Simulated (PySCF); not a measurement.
SMILES CO/C=C\[SiH3] at its GFN2-xTB optimised geometry (Å):

```
13

C      1.3326    -2.2500     0.0270
O      0.7102    -0.9902     0.0000
C     -0.6496    -0.9902     0.0000
C     -1.3289     0.1503     0.0000
Si    -0.4441     1.8029     0.0062
H      2.4053    -2.0648     0.0035
H      1.0508    -2.8546    -0.8424
H      1.0810    -2.8006     0.9406
H     -1.1203    -1.9712    -0.0022
H     -2.4053     0.0904    -0.0045
H     -1.4679     2.8546     0.0286
H      0.4043     1.9240     1.1943
H      0.3759     1.9492    -1.1986
```

Level of theory: PySCF with B3LYP/def2-TZVP. Cells within 0.4 Å of a nucleus heavier than hydrogen are left out (blank, or x).

Map of the electron localisation function on the plane z = 0.0 Å:

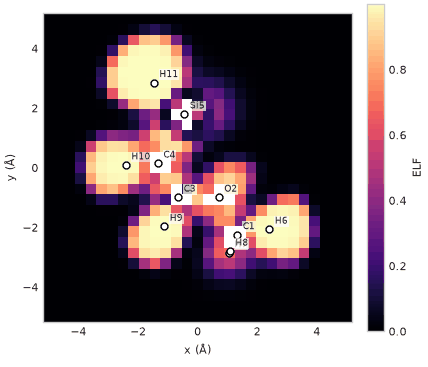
Fig. 1. Electron localisation function on the plane z = 0.0 Å.
